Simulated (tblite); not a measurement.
## Run report: C$_{7}$H$_{9}$FO, molecular dynamics (part 1 of 2)

C$_{7}$H$_{9}$FO, computed with GFN2-xTB Langevin dynamics, gas phase (tblite 0.8.0).

It belongs to a series of runs on one base structure; here: constitutional isomer.

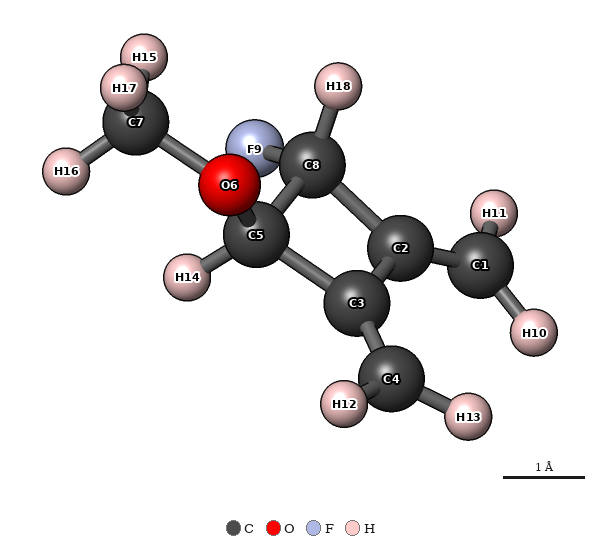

*The structure as given in the input (ball-and-stick view, seen at a tilt; atoms are numbered from 1 in the order of the input).*

### The input
```
{"job": {"kind": "md", "xc": "GFN2-xTB", "basis": "xTB", "temperature": 600, "steps": 2000, "every": 50}, "charge": 0, "multiplicity": 1}
C     -2.623361    -1.112866    -0.524396
C     -1.414695    -0.588294    -0.410354
C     -0.853051     0.764512    -0.419688
C     -1.340295     1.986078    -0.286985
C      0.556423     0.221454    -0.562267
O      1.484009     0.711565     0.359306
C      2.777191     0.180149     0.187450
C     -0.032697    -1.194209    -0.310318
F      0.289858    -2.152814    -1.241415
H     -3.495943    -0.490397    -0.622557
H     -2.773201    -2.179025    -0.538050
H     -0.694112     2.846156    -0.286949
H     -2.395469     2.158011    -0.161900
H      0.935418     0.304370    -1.592918
H      2.784014    -0.909676     0.300356
H      3.178085     0.433578    -0.801498
H      3.397666     0.629423     0.960089
H      0.211400    -1.601696     0.675681
```

The first line tells a small driver script what to run in tblite; the rest is the geometry in Å.

Machine: 1 CPU thread, shared host.

Launched with:
```bash
OMP_NUM_THREADS=1 python <driver script> task.json out
```

### Log
```
t/fs     T/K      E/eV
    0.0   508.9   -770.00116
   25.0   362.9   -769.24612
   50.0   353.5   -769.15561
   75.0   302.8   -768.84918
  100.0   502.8   -769.00992
  125.0   644.0   -768.83773
  150.0   497.4   -768.56639
  175.0   603.7   -768.72420
  200.0   617.5   -768.56861
  225.0   388.8   -768.39958
  250.0   461.4   -768.33824
  275.0   584.1   -768.61675
  300.0   630.1   -768.87961
  325.0   500.3   -768.73234
  350.0   544.4   -768.56057
  375.0   489.4   -768.67094
  400.0   524.0   -768.83016
  425.0   650.2   -769.10372
  450.0   469.1   -768.83379
  475.0   524.2   -769.02706
  500.0   493.2   -768.96883
  525.0   618.4   -769.22965
  550.0   408.4   -769.07163
  575.0   632.6   -769.30640
  600.0   579.7   -769.02115
  625.0   544.8   -769.05581
  650.0   525.4   -769.03817
  675.0   366.3   -768.64739
  700.0   496.6   -768.81411
  725.0   557.4   -769.08877
  750.0   514.7   -769.37511
  775.0   403.2   -768.84169
  800.0   548.5   -768.89034
  825.0   674.4   -769.02937
  850.0   619.1   -768.61723
  875.0   757.0   -769.18544
  900.0   524.5   -768.53762
  925.0   679.2   -768.98499
  950.0   513.7   -768.93058
  975.0   467.1   -768.95530
 1000.0   545.7   -769.40298
```

### Trajectory as extended XYZ (Å, eV, eV/Å), 26 of the 41 frames kept, from step=0 to step=40
```
18
Properties=species:S:1:pos:R:3:forces:R:3 step=0 time_fs=0.0 energy=-770.00116 temperature=508.9
C    -2.6234   -1.1129   -0.5244   -0.0029   0.0019  -0.0021
C    -1.4147   -0.5883   -0.4104    0.0013  -0.0027  -0.0034
C    -0.8531    0.7645   -0.4197    0.0016  -0.0002   0.0052
C    -1.3403    1.9861   -0.2870   -0.0008  -0.0012  -0.0017
C     0.5564    0.2215   -0.5623    0.0032  -0.0051   0.0007
O     1.4840    0.7116    0.3593   -0.0022   0.0022   0.0027
C     2.7772    0.1801    0.1874    0.0063  -0.0027   0.0002
C    -0.0327   -1.1942   -0.3103    0.0014  -0.0024  -0.0007
F     0.2899   -2.1528   -1.2414    0.0017   0.0003   0.0032
H    -3.4959   -0.4904   -0.6226   -0.0028  -0.0006   0.0001
H    -2.7732   -2.1790   -0.5380    0.0008   0.0036   0.0022
H    -0.6941    2.8462   -0.2869    0.0034   0.0025   0.0017
H    -2.3955    2.1580   -0.1619   -0.0049   0.0000  -0.0011
H     0.9354    0.3044   -1.5929   -0.0017  -0.0003  -0.0001
H     2.7840   -0.9097    0.3004   -0.0041   0.0068  -0.0002
H     3.1781    0.4336   -0.8015    0.0015   0.0005   0.0024
H     3.3977    0.6294    0.9601   -0.0033  -0.0028  -0.0059
H     0.2114   -1.6017    0.6757    0.0015   0.0001  -0.0032
18
Properties=species:S:1:pos:R:3:forces:R:3 step=2 time_fs=50.0 energy=-769.15561 temperature=353.5
C    -2.7173   -1.1695    0.0382    1.1264   0.8046  -0.5990
C    -1.4961   -0.7122   -0.3498   -0.0304  -1.0592   1.2855
C    -1.0014    0.6485   -0.4255    0.0954   2.2808  -0.2421
C    -1.4119    1.9314   -0.3651    0.8660  -0.6027  -0.6756
C     0.4414    0.2629   -0.6578    0.8417  -1.3001   0.3909
O     1.4351    0.6683    0.2736   -0.1018   0.5507  -0.5595
C     2.7506    0.1357   -0.0182   -0.6956   1.8167   0.5055
C     0.0001   -1.2206   -0.4432   -0.4831   0.2846   1.4818
F     0.3755   -2.0712   -1.3978   -0.1118  -0.8286  -1.4457
H    -3.4908   -0.4026    0.1546    0.3028  -0.4268  -0.0792
H    -3.0439   -2.1922    0.2046    0.4835   0.3085  -0.1908
H    -0.6495    2.7016   -0.5370   -0.3273  -0.4262   0.2991
H    -2.4032    2.3211   -0.3357   -0.4570  -0.2845   0.2809
H     0.8587    0.4004   -1.6756   -0.5241   0.1501   0.0967
H     2.7968   -0.7212    0.6398    0.8029  -0.4190  -0.4941
H     2.8619    0.0373   -1.0964    0.0089  -0.7726   0.0765
H     3.4914    0.9423    0.2482   -0.6636  -0.8040   0.2334
H     0.5038   -1.6826    0.4704   -1.1331   0.7278  -0.3644
18
Properties=species:S:1:pos:R:3:forces:R:3 step=3 time_fs=75.0 energy=-768.84918 temperature=302.8
C    -2.4908   -1.1827    0.3569   -0.5071   0.9880  -0.8392
C    -1.4147   -0.6293   -0.2357   -0.6960  -3.0954   0.9017
C    -0.9242    0.6817   -0.4731   -1.0274   1.8156  -0.0354
C    -1.5472    1.8742   -0.3682    0.9388  -0.7819  -0.2291
C     0.4880    0.1718   -0.6472   -0.1688   0.1411  -1.8896
O     1.4083    0.7419    0.1707   -1.8665   1.4449   0.4408
C     2.6156    0.2207   -0.1266    2.0007   1.2478   2.1119
C    -0.0368   -1.2648   -0.3921    1.4367  -1.5845  -0.1533
F     0.3040   -2.1331   -1.5030   -0.9636   1.0518   0.6762
H    -3.3796   -0.5342    0.5058    0.7030  -0.6241   0.0277
H    -2.6321   -2.2459    0.5444    0.3247   0.5131  -0.0244
H    -0.9728    2.7678   -0.3713    0.4592   0.4758  -0.2455
H    -2.6018    2.0685   -0.2800   -0.0258  -0.6084   0.1576
H     0.9836    0.1945   -1.7224   -1.4941   0.0789   1.0710
H     2.6689   -0.6348    0.4959    1.1211  -1.3714   0.1900
H     2.7526    0.0683   -1.1466    0.3643  -0.6539  -1.8171
H     3.3147    1.0110    0.1877    0.4019  -0.4455   0.1520
H     0.4416   -1.9300    0.4228   -1.0011   1.4081  -0.4954
18
Properties=species:S:1:pos:R:3:forces:R:3 step=5 time_fs=125.0 energy=-768.83773 temperature=644.0
C    -2.3693   -1.4298    0.5269   -0.2342  -1.5985   0.5122
C    -1.2776   -0.8178    0.1432    0.7869   1.1627  -0.4647
C    -0.9520    0.5609   -0.2000    2.0733   2.0747  -1.2980
C    -1.4316    1.8215   -0.3267   -2.7641  -3.5471   1.7217
C     0.4834    0.1209   -0.8093   -1.5576   0.5108   0.8563
O     1.5334    0.7150   -0.0763    0.2765  -0.3665  -0.3133
C     2.9274    0.2166   -0.1740   -2.8807   1.0079  -2.2133
C     0.0587   -1.3342   -0.3792   -1.9721   0.9156  -3.3058
F    -0.1281   -2.1873   -1.5205    0.0672   0.6743   0.6602
H    -3.2752   -1.0717    0.9601   -0.1230   0.7339  -0.2376
H    -2.3386   -2.5118    0.5199    0.0179  -0.1333   0.0819
H    -1.0444    2.6563   -0.7544    1.6643   1.4954  -1.0156
H    -2.4929    2.0153   -0.0253    0.8721  -0.3253   0.0297
H     0.4325    0.3733   -1.9242    0.6252  -0.6933   1.1976
H     2.9644   -0.7264    0.2679    0.3756  -1.4079   0.8774
H     3.1305    0.1251   -1.2647    0.3725   0.1947   0.6539
H     3.4335    0.9986    0.3254    0.8331   0.3727   0.2913
H     0.7052   -1.8935    0.1769    1.5672  -1.0709   1.9661
18
Properties=species:S:1:pos:R:3:forces:R:3 step=6 time_fs=150.0 energy=-768.56639 temperature=497.4
C    -2.3128   -1.4420    0.6198    0.5622  -1.1222  -1.1302
C    -1.1934   -0.7952    0.2092   -2.7636  -1.5155   1.2160
C    -0.8239    0.5060   -0.1743    1.2040   2.2548  -1.8199
C    -1.4256    1.7166   -0.2508    1.2794  -1.8471  -0.1129
C     0.5558   -0.0756   -0.7484   -2.2676   3.3230  -0.0903
O     1.5276    0.7382   -0.1258    0.1693  -1.9091  -0.6006
C     2.8104    0.1586   -0.3318    0.2874   2.3883  -0.9619
C     0.0358   -1.4503   -0.3382    0.2016  -0.0250   0.7949
F    -0.2696   -2.2068   -1.4182   -0.1989  -0.4318  -1.1885
H    -3.3870   -1.2256    0.7058    1.1087   0.7156   0.2612
H    -2.1611   -2.5341    0.5488   -0.2469   0.4291   0.3876
H    -1.1580    2.6306   -0.7278    0.8455  -0.0799  -0.2386
H    -2.3398    1.7855    0.2224   -1.7962   0.0976   0.9454
H     0.5345    0.0295   -1.8592    0.5081  -0.1760   0.4248
H     2.7255   -0.8855   -0.1674    0.5260  -0.8974   0.5885
H     3.0718    0.2784   -1.4849    0.0660   0.1068   2.0986
H     3.4256    0.7777    0.4150   -0.2239  -1.3039  -1.4550
H     0.5727   -2.1520    0.2676    0.7389  -0.0072   0.8808
18
Properties=species:S:1:pos:R:3:forces:R:3 step=8 time_fs=200.0 energy=-768.56861 temperature=617.5
C    -2.3695   -1.3637    0.7633    0.1598   0.2959  -0.2160
C    -1.3473   -0.8986    0.0491   -0.1952   0.1188   1.6797
C    -0.8267    0.4986   -0.2462   -1.8404  -3.0276  -0.7290
C    -1.3991    1.6542   -0.0355   -1.6874   1.3643   1.4004
C     0.3732   -0.1352   -0.8913    1.2583  -0.7298   1.3467
O     1.5236    0.3698   -0.2228   -1.6752   0.4719  -0.6841
C     2.7555    0.1070   -0.7540    1.1928  -1.7373  -0.0583
C    -0.0642   -1.5970   -0.3303    1.3479   1.1995   0.0130
F    -0.1970   -2.6161   -1.2996    0.3752   0.9807   1.2066
H    -3.2773   -0.8932    0.9638   -0.9894   2.1066  -0.1274
H    -2.5695   -2.2466    1.2986    1.0993  -1.8645  -0.3142
H    -0.9037    2.5976   -0.2274   -0.0745  -0.1634  -0.0571
H    -2.4315    1.7712    0.5408    2.2385  -0.5021  -1.3520
H     0.4107   -0.1388   -1.9738    0.1906   0.2813  -0.2731
H     3.0757   -0.9229   -0.4266    0.0040   0.3941  -0.2614
H     2.8252    0.0733   -1.8736   -0.0868   0.6540   0.8569
H     3.3933    0.8039   -0.2131    0.3723   0.1511  -0.6675
H     0.6966   -1.8762    0.5462   -1.6898   0.0064  -1.7633
18
Properties=species:S:1:pos:R:3:forces:R:3 step=10 time_fs=250.0 energy=-768.33824 temperature=461.4
C    -2.4379   -1.3289    0.8502   -1.2552   1.4794  -0.2026
C    -1.3881   -0.9987    0.0877   -2.9502   1.1988   1.7637
C    -0.8584    0.3531   -0.2664   -3.6490   1.9374   1.4051
C    -1.2893    1.6455   -0.0402    3.2368  -3.1427  -1.3466
C     0.3056   -0.3389   -0.7540    3.2572   2.3080  -3.6310
O     1.5030    0.3172   -0.4637    0.8337   0.0006   0.8518
C     2.7281   -0.0619   -1.1079   -1.2598  -2.3170   4.2325
C    -0.1112   -1.6322   -0.2208    0.4444  -1.7761   1.4596
F    -0.1792   -2.6908   -1.0794    0.3423  -0.3093  -0.1421
H    -3.3437   -0.6975    0.9848    1.0648   0.5983  -0.5910
H    -2.7126   -2.1026    1.5062    0.8718  -1.7995  -0.0878
H    -0.5358    2.4040   -0.1980   -0.3235   0.1171   0.0081
H    -2.2737    1.8792    0.1241   -1.6506   0.3835   0.6572
H     0.1790   -0.3147   -1.8895    0.2187  -0.4414   0.5096
H     3.1225   -1.0525   -0.7357   -0.4517   0.5130   0.0289
H     2.5304   -0.1874   -2.0628   -0.4806  -0.1823  -4.8298
H     3.4074    0.6465   -0.8174    1.5424   1.8456   0.2748
H     0.4066   -1.9075    0.7139    0.2087  -0.4133  -0.3605
18
Properties=species:S:1:pos:R:3:forces:R:3 step=11 time_fs=275.0 energy=-768.61675 temperature=584.1
C    -2.4510   -1.4588    0.9295    1.1990   0.7157  -0.3242
C    -1.3155   -1.0406    0.3042   -1.0408   1.3267   0.3220
C    -0.8060    0.2729   -0.2572   -0.6830  -0.1483   1.4344
C    -1.2656    1.5061   -0.0919    0.2624   0.2743   1.3576
C     0.4863   -0.2959   -0.7796   -0.3434  -0.7906  -0.5827
O     1.6909    0.3705   -0.4840   -0.4730   0.1563   1.9444
C     2.8332   -0.1805   -1.0902    1.2316  -1.2901   4.1901
C    -0.0029   -1.6472   -0.0831   -0.1805  -1.2058  -1.9460
F    -0.1765   -2.7115   -1.0705    0.6147   1.0824   1.3184
H    -3.2546   -0.9017    1.4057    0.4608   0.9218  -0.8646
H    -2.7181   -2.4617    1.1567    0.7941  -1.0146  -0.1476
H    -0.7131    2.3624   -0.4836   -0.4736  -0.3101   0.1943
H    -1.9844    1.6312    0.7527    0.1949   0.2526  -1.4337
H     0.5203   -0.3638   -1.8777   -0.5835  -0.6376  -0.1517
H     3.1111   -1.2407   -0.6722   -0.5623   1.4110  -0.3258
H     2.5238   -0.3166   -2.0251   -0.0458  -0.4409  -4.4072
H     3.7203    0.4432   -0.8634   -0.8239  -0.0711  -0.4754
H     0.5341   -2.0364    0.7705    0.4521  -0.2319  -0.1022
18
Properties=species:S:1:pos:R:3:forces:R:3 step=13 time_fs=325.0 energy=-768.73234 temperature=500.3
C    -2.0169   -1.6630    0.9033   -3.1856   0.6941   1.9154
C    -0.9237   -1.0475    0.5625   -0.4865   1.2163  -0.1091
C    -0.6214    0.2537   -0.0538    0.2858   0.9447  -1.7246
C    -1.2817    1.4291   -0.1913    0.2948  -1.7981   0.7204
C     0.5758   -0.4107   -0.7946    0.4553   1.7566   1.1445
O     1.8101    0.2628   -0.5437    0.0431  -1.0076   0.6172
C     2.8575   -0.5739   -1.0326   -0.8906   0.6504  -0.8494
C     0.2214   -1.6940   -0.0306    2.2481  -1.6823  -0.9630
F    -0.0736   -2.7114   -0.9220   -0.5206  -0.2780  -0.5173
H    -2.9384   -1.1345    1.3049    1.1967  -0.3829  -0.7996
H    -2.1387   -2.7151    0.9931    0.3984  -0.5471  -0.0562
H    -1.2141    2.1896   -0.9811    0.3693  -0.6118   0.8844
H    -2.0076    1.4783    0.6163   -0.3191   0.7299  -0.5403
H     0.6687   -0.4915   -1.8604   -1.3212  -0.4996  -0.9056
H     2.8469   -1.5291   -0.4614    0.3483   0.5091  -0.5977
H     2.5854   -0.7531   -2.1758    1.1011   0.0611   1.8596
H     3.7534    0.0441   -0.8544   -0.2065  -0.7004  -0.4101
H     0.9343   -2.2593    0.5964    0.1891   0.9457   0.3313
18
Properties=species:S:1:pos:R:3:forces:R:3 step=14 time_fs=350.0 energy=-768.56057 temperature=544.4
C    -2.0227   -1.7500    1.0738    1.0412   1.3090  -0.9053
C    -0.9996   -1.0754    0.5012   -0.3938  -1.8419   1.1944
C    -0.6039    0.1783   -0.0663    2.1039   1.3155  -2.3390
C    -1.0180    1.4402   -0.2621    0.9414  -1.5065   0.5493
C     0.6695   -0.4680   -0.7122    0.8495   1.6536   2.1508
O     1.9662    0.1105   -0.5448    0.1988  -0.4376   0.0528
C     2.9712   -0.7656   -1.1292   -1.7255   1.9534  -1.5346
C     0.3362   -1.6968    0.1059   -0.6262  -0.8426  -0.6581
F     0.0961   -2.7297   -0.7498   -0.6841  -1.4193  -1.3761
H    -3.0071   -1.3728    1.1537   -0.5914   0.6324   0.1043
H    -1.9398   -2.7502    1.4133    0.4451  -0.5585   0.0630
H    -0.3847    2.2790   -0.5282   -0.4392  -0.5444  -0.2695
H    -2.0134    1.4669    0.0076   -1.8367   1.3917   0.6743
H     0.6980   -0.6046   -1.7540   -1.2822  -0.5560  -1.5388
H     2.8283   -1.6995   -0.6553    0.5782  -1.0491   0.0966
H     2.8564   -0.8178   -2.2990   -0.0758  -0.1188   1.8554
H     3.8505   -0.2036   -0.9361    0.9975  -0.1715   0.3228
H     1.0656   -2.2255    0.6846    0.4994   0.7906   1.5576
18
Properties=species:S:1:pos:R:3:forces:R:3 step=16 time_fs=400.0 energy=-768.83016 temperature=524.0
C    -2.0634   -1.4530    1.1430   -1.7797   2.4074   0.6538
C    -0.9450   -1.0641    0.5751    2.2480  -0.1682  -1.2186
C    -0.3543    0.1753   -0.1095   -2.8869  -1.1849   0.2979
C    -0.8429    1.3600   -0.4558   -1.0599   0.0870   0.2353
C     0.7624   -0.6094   -0.7127   -0.0546   0.2000   1.2658
O     1.9696   -0.0545   -0.3685    1.6660   0.3709  -0.7269
C     2.9862   -0.6331   -1.1871   -0.5453   1.3037  -0.5294
C     0.3619   -1.8162    0.1446   -0.8670  -0.8277   0.5852
F     0.3435   -3.1135   -0.3956   -0.5256   0.8985  -0.1921
H    -2.8365   -0.5796    1.2800    1.2105  -1.7993  -0.1113
H    -2.3469   -2.3922    1.6046    0.3767   0.2089  -0.5209
H    -0.2251    1.8500   -1.1949   -0.3644   0.6205   0.2211
H    -1.8536    1.8017   -0.1204    2.0232  -0.7443  -0.4539
H     0.7643   -0.7124   -1.7723   -0.7185  -0.4130  -1.0311
H     3.0185   -1.6570   -0.9357    1.1022  -1.0668   0.4811
H     2.7699   -0.6059   -2.2563   -0.9495  -0.0166  -0.4282
H     3.8303    0.0306   -1.2121    0.8520  -0.3050   1.1658
H     1.0187   -1.9706    0.9973    0.2727   0.4288   0.3064
18
Properties=species:S:1:pos:R:3:forces:R:3 step=18 time_fs=450.0 energy=-768.83379 temperature=469.1
C    -2.0975   -1.2732    1.3289    5.2549  -3.0396  -0.0228
C    -0.8993   -1.0631    0.7363   -2.0517   3.0879  -1.5926
C    -0.4306   -0.0075   -0.3059   -1.9105  -1.3846   2.5656
C    -0.9657    1.1726   -0.4188    0.0040   1.1229  -0.6209
C     0.7303   -0.8282   -0.6247    2.9521   0.6109  -1.3687
O     1.9861   -0.0552   -0.6044   -1.1258  -1.3603   0.1137
C     3.1295   -0.7704   -0.9783    1.1670  -0.1610  -0.5124
C     0.3867   -1.7669    0.5276   -0.3845  -2.1251   0.2229
F     0.1040   -3.0470    0.0081    0.3989  -0.0224   0.1947
H    -3.0233   -0.8989    1.4230   -2.1810   1.7644  -0.3338
H    -1.9515   -2.2185    1.8624   -0.7233   0.0150   0.4006
H    -0.5977    1.9556   -1.0401    0.3258   0.2488  -0.4115
H    -1.8425    1.4285    0.1268   -0.4039  -0.0432   0.3032
H     0.6993   -1.3380   -1.6318   -0.1639   0.1687   0.8649
H     3.3470   -1.7263   -0.4165   -0.3804   1.0544  -0.1081
H     3.2064   -1.0556   -2.0604   -0.6893   0.1696   0.4622
H     3.9513   -0.0295   -0.8623   -0.3366  -0.5866   0.3411
H     0.9848   -1.9787    1.4296    0.2481   0.4800  -0.4981
18
Properties=species:S:1:pos:R:3:forces:R:3 step=19 time_fs=475.0 energy=-769.02706 temperature=524.2
C    -2.0299   -1.3170    1.4060    0.3052   0.6782   0.4747
C    -0.8731   -0.9969    0.8172   -3.1424   3.0711  -0.2523
C    -0.5420    0.1032   -0.2122   -0.9720  -2.1503   0.4337
C    -1.0871    1.2575   -0.5972    0.3123  -0.3330  -0.2893
C     0.5892   -0.8678   -0.6419    2.7472   2.2774  -0.8767
O     1.8724   -0.0874   -0.6375   -2.1520  -1.4023   0.2570
C     2.9971   -0.8173   -0.9115    1.6140  -0.7419  -1.4531
C     0.3579   -1.7019    0.5822    0.0409  -2.2786   0.0191
F     0.0401   -3.0438    0.2522    0.6279   0.2422   0.1411
H    -2.9574   -0.7163    1.3919    0.9460  -0.3644  -0.2431
H    -2.0235   -2.1249    2.1169   -0.2010  -0.3355  -0.1718
H    -0.6252    1.8152   -1.4031    0.0539  -0.1294   0.0339
H    -2.0004    1.7470   -0.2307    0.7191  -0.6722   0.2909
H     0.5800   -1.5190   -1.5665   -0.4443   1.0062   0.6089
H     3.3652   -1.6429   -0.2636   -0.8560   0.4689   0.3559
H     3.0152   -1.2936   -1.9462   -0.3912   0.5261   0.6855
H     3.7788   -0.0594   -0.9177    0.2790   0.0247  -0.0097
H     1.0571   -1.7574    1.4041    0.5134   0.1128  -0.0046
```
